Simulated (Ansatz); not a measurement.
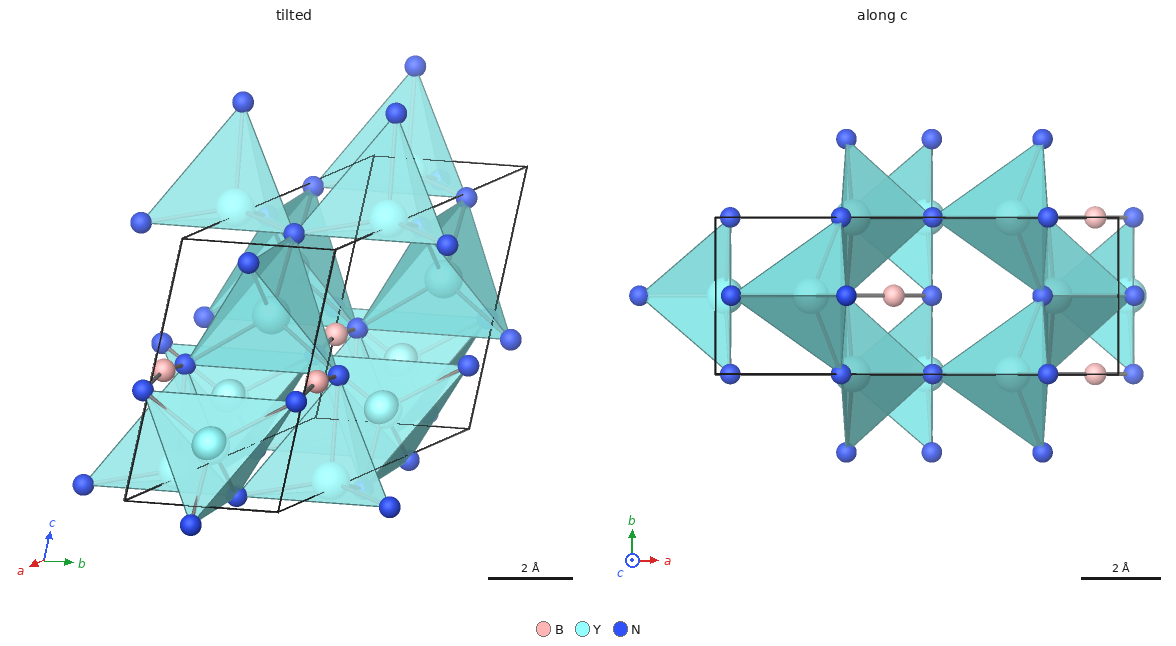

The crystal in a polyhedral representation, seen slightly off an axis and along the c axis. The lines enclose the conventional unit cell; boundary atoms appear with their images. Some neighbours outside the box are added.

Y3BN4, space group Cm (No. 8), a = 12.072 Å, b = 3.968 Å, c = 6.827 Å, α = 90.00°, β = 122.23°, γ = 90.00°. Starting structure: a structure type filled with these elements by a generator (whether the compound takes this form wasn't checked). Earlier steps of the study, as a rule a relaxation of our own, may have changed the cell and positions, so they can lie some per cent off the listed ones. It went into a calculation with Ansatz.

This one geometry was computed with Ansatz (DFT, plane waves, PAW) at five levels of theory: PBE with spin-orbit coupling, HSE06, PBE, PBE0 and r2SCAN. It was relaxed beforehand with r2SCAN.

Q: Which level gives the highest pressure at this volume, and what does that say about its equilibrium volume?

A: Highest: PBE with spin-orbit coupling (1.2 GPa) and PBE (1.2 GPa), which points to the largest equilibrium volume. Lowest, with the smallest volume: HSE06 (-0.8 GPa) and PBE0 (-0.8 GPa). Levels within 0.5 GPa of each other can't be told apart.

Q: How does the band gap change with the level of theory?

A: PBE with spin-orbit coupling: a gap of 1.68 eV, indirect; PBE: a gap of 1.68 eV, indirect; r2SCAN: a gap of 1.99 eV, indirect; HSE06: a gap of 2.54 eV, indirect; PBE0: a gap of 3.23 eV, indirect.

Q: Collect the results in a table.

A:
| level | cutoff (eV) | k-mesh of the run's cell | gap (eV) | pressure (GPa) |
| --- | --- | --- | --- | --- |
| PBE with spin-orbit coupling | 420 | 8×8×6 | 1.68 | 1.2 |
| HSE06 | 420 | 4×4×4 | 2.54 | -0.8 |
| PBE | 420 | 8×8×6 | 1.68 | 1.2 |
| PBE0 | 420 | 4×4×4 | 3.23 | -0.8 |
| r2SCAN | 500 | 8×8×6 | 1.99 | 0.0 |

Gaps are taken on the k-mesh or band path of each run.
